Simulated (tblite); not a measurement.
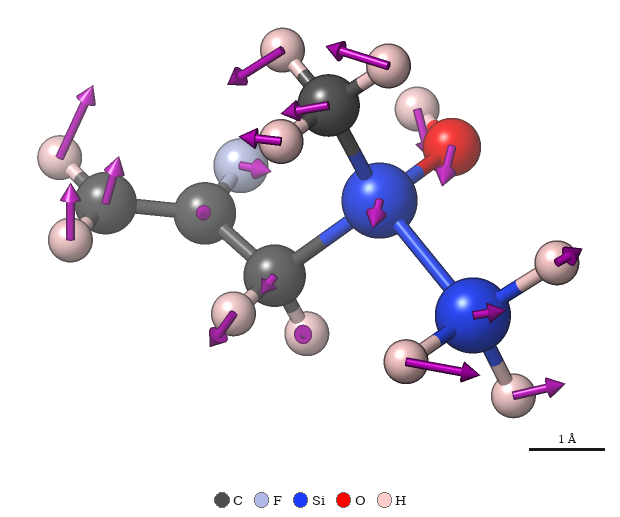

This is a relaxation of C₄H₁₁FOSi₂. The starting structure is drawn; purple arrows show the displacements, 3 times their true length. The two geometries are superimposed by the best rigid fit.

The picture is a ball-and-stick view, seen at a tilt.

The calculation used tblite, GFN2-xTB geometry optimisation, gas phase. 

> Atoms of which element are displaced furthest, and by how much?

Hydrogen: up to 0.38 Å, against 0.23 Å for carbon.

> What happened in the run?

The energy falls by 7.27 kcal/mol in 86 geometry steps. The atom that moves furthest after the best rigid fit is an H atom (0.38 Å). Largest moves by element: H 0.38 Å, C 0.23 Å, O 0.21 Å, F 0.17 Å, Si 0.15 Å. Among the contacts that change: O–Si 1.684 → 1.632 Å, C–Si 1.860 → 1.910 Å, C–Si 1.895 → 1.942 Å, Si–Si 2.342 → 2.306 Å. Among the angles between lasting bonds that change: C–Si–Si 107.6° → 115.7°, C–Si–Si 105.7° → 113.0°, F–C–C 119.1° → 112.5°. The run took 1.3 s on 1 thread of Arm Neoverse N1, on a shared host.
